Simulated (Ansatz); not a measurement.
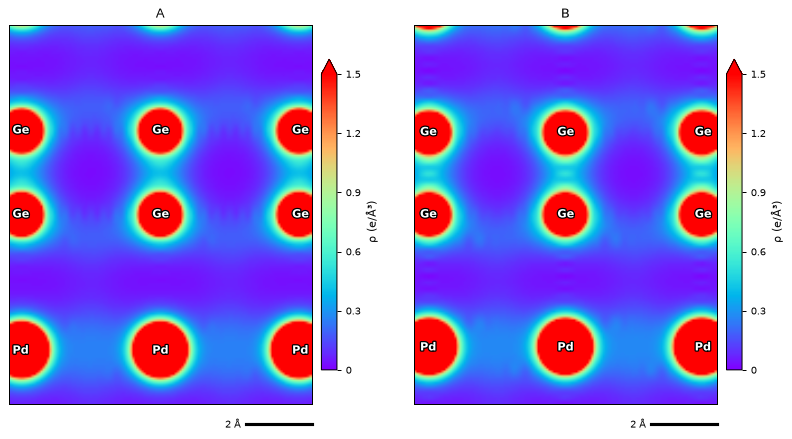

Ge$_{6}$Pd. The valence pseudo-density of two cells that differ in size, on the (010) plane of each (indices in the axes of the calculation cell), at one length scale and on one colour scale; one has 23.0 and the other 24.4 Å³ an atom.

Level of theory: DFT PBE, scalar-relativistic, plane waves, PAW (Ansatz 0.2.0).

**Which panel shows the smaller cell, and what does the compression change?**

Panel B is the smaller cell, by 6 % in volume. From the larger cell to the smaller, Ge–Ge goes from 2.56 to 2.51 Å, and the density at its midpoint from 0.41 to 0.52 e/Å³; the pressure goes from −3.2 to 0.0 GPa.
